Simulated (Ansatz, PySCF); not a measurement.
Stretching the B1–H3 bond in BFHI (SMILES FBI) (multiplicity 1 held, fragments rigid). Energies count from the point at 1.186 Å.
Geometry at that point (charge 0, multiplicity 1):
| atom | x (Å) | y (Å) | z (Å) |
|---|---|---|---|
| B | -0.2447 | -1.3335 | 0.8064 |
| F | 0.7923 | -1.7438 | 1.4967 |
| H | -1.2601 | -1.9458 | 0.8179 |
| I | -0.0877 | 0.4586 | -0.3457 |

R- and RO- levels are restricted; in cc, def2 and unpolarised 6-31G sets they are followed outwards from rest. Active spaces are followed from a long bond inwards. Curves can end on different states.

Correlated levels freeze the cores. Filled d and f shells under p-block atoms count as core. Rows in 3-21G carry no dispersion term and start afresh at each structure; the Pople sets are all-electron and without relativity.

The values were computed with Ansatz (a first-principles code) with Gaussian orbitals; PySCF for 3-21G rows. Values without a source in brackets are computed. In def2 rows elements past Kr take small-core potentials, without spin–orbit coupling.

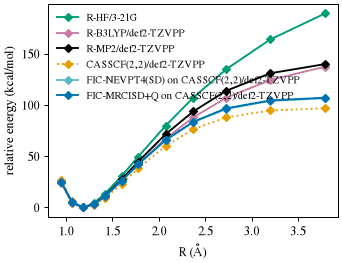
Fig. 1. Relative energy along the coordinate

**Question.** Read off the R-HF/3-21G curve at R = 2.372.

**Answer.** about 110 kcal/mol

Doubts at one or more of the structures used: a restricted determinant that unrestricted orbitals would lower (R-HF/3-21G, R-B3LYP/def2-TZVPP, R-MP2/def2-TZVPP).
